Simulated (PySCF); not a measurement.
C4H6FGaO2 (SMILES FCC1=CC=[O+][GaH2-][O]1)

```yaml
atoms:
  - { symbol: F, position_ang: [2.9885, 0.1901, 0.1342] }
  - { symbol: C, position_ang: [2.0166, -0.6925, 0.5062] }
  - { symbol: C, position_ang: [0.6244, -0.2127, 0.1527] }
  - { symbol: C, position_ang: [0.4502, 1.0157, -0.4750] }
  - { symbol: C, position_ang: [-0.8126, 1.4847, -0.8071] }
  - { symbol: O, position_ang: [-1.9131, 0.8980, -0.5922] }
  - { symbol: Ga, position_ang: [-2.2267, -0.8274, 0.2356] }
  - { symbol: O, position_ang: [-0.3136, -1.0122, 0.4752] }
  - { symbol: H, position_ang: [2.0948, -0.8362, 1.5907] }
  - { symbol: H, position_ang: [2.2218, -1.6440, 0.0013] }
  - { symbol: H, position_ang: [1.3151, 1.6125, -0.7095] }
  - { symbol: H, position_ang: [-0.8778, 2.4616, -1.3051] }
  - { symbol: H, position_ang: [-2.6905, -1.8211, -0.8386] }
  - { symbol: H, position_ang: [-2.8778, -0.6172, 1.6094] }
```

Geometry: GFN2-xTB.

Method: B3LYP/def2-SVPD, SCF density, gas phase in PySCF.

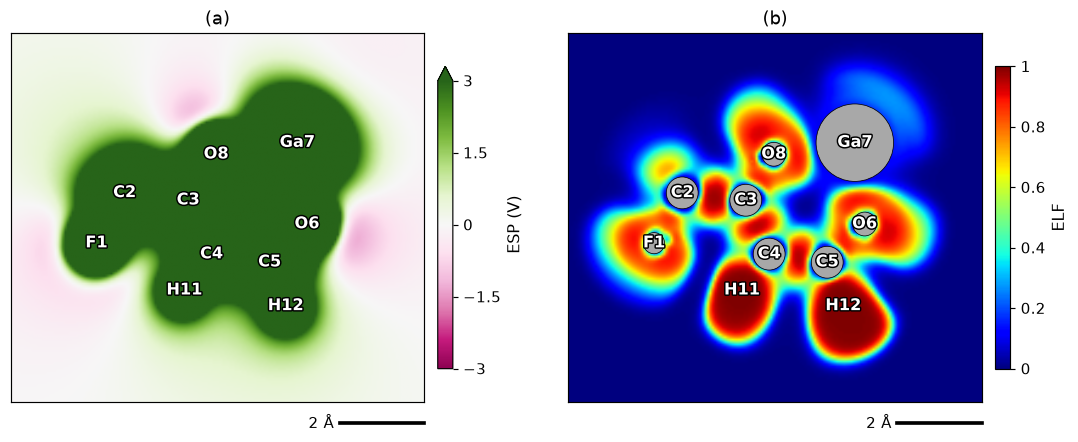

Figure 1. (a) electrostatic potential; (b) electron localisation function on the plane of atoms C3, O8 and Ga7. Grey discs cover the atomic cores in the ELF map.

Read the bonding off the picture.

The plane passes through F, C, O, Ga and H nuclei. C–O (1.27 Å): the ELF peaks at about 0.90 between the atoms: a polar covalent bond. C–F (1.36 Å): the ELF peaks at about 0.85 between the atoms: a polar covalent bond. C–C (1.39 Å): the ELF peaks at about 0.95 between the atoms (localised, covalent bonding). Ga–O (1.94 Å): the ELF peaks at about 0.90 in the valence shell of O, 0.5 Å from its nucleus, and is about 0.20 at the midpoint. C–H (1.08 Å): the ELF climbs to about 1 towards the hydrogen, as it does in any bond to H: a covalent bond by its length. The ELF also peaks beside F1, O6 and O8, away from the bonds: lone-pair regions. Outside the dense part of the molecule the potential is most negative (−1.3 V) near O6.

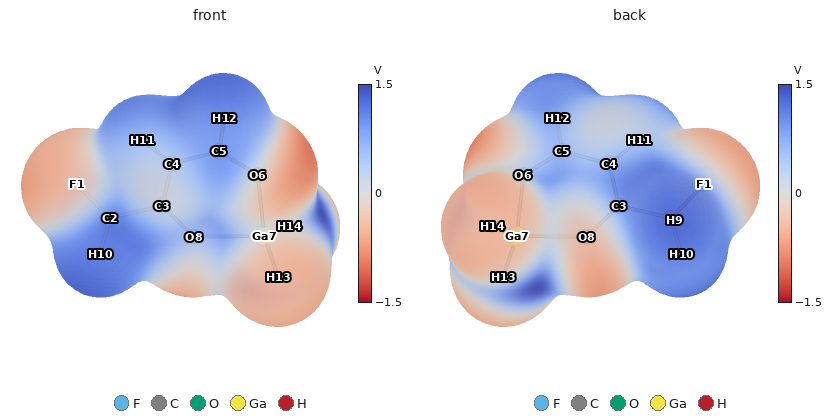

Figure 2. The molecular electrostatic potential painted on the density surface at 0.002 e/bohr³, seen from the front and from behind; the colour scale runs from red (negative) to blue (positive).

Which sites attract a positive test charge, and which a negative one?

A positive charge is drawn to the negative regions and a negative charge to the positive ones. The most negative region (about −0.9 V) lies over O6, the most positive (about +1.4 V) over Ga7.

What dipole moment does the calculation give?

Its dipole moment is 1.77 D.
